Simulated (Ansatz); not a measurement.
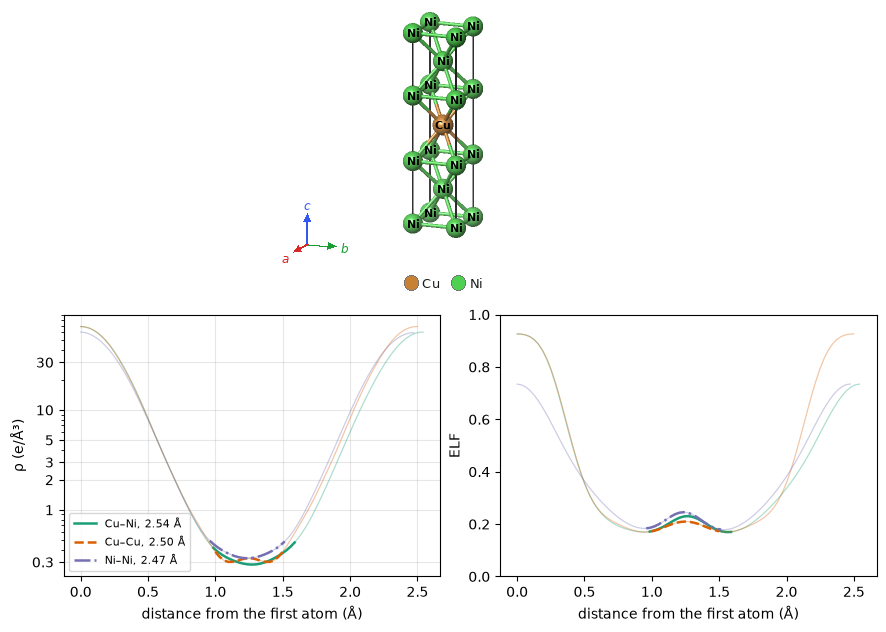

The picture shows: CuNi₅. Valence pseudo-density and ELF along straight lines between neighbouring atoms. Thin, pale parts lie inside the atomic spheres. The structure is drawn too.

Space group P4/mmm; a structure generated by program, which may or may not match a known phase; spin-polarised.

Level of theory: DFT PBE, scalar-relativistic, plane waves, PAW (Ansatz).

Core electrons are frozen (PAW), and the valence fields are smoothed inside the atomic spheres.

> Compare the contacts.

Cu–Ni (2.54 Å): ρ is about 0.28 e/Å³ halfway; the ELF is about 0.25 at the midpoint; no localised pair shows between them.
Cu–Cu (2.50 Å): ρ is about 0.33 e/Å³ halfway; the ELF is about 0.20 at the midpoint (no shared electron pair shows on this line).
Ni–Ni (2.47 Å): ρ at the midpoint is about 0.33 e/Å³; the ELF is about 0.25 at the midpoint: no localised pair shows between them.
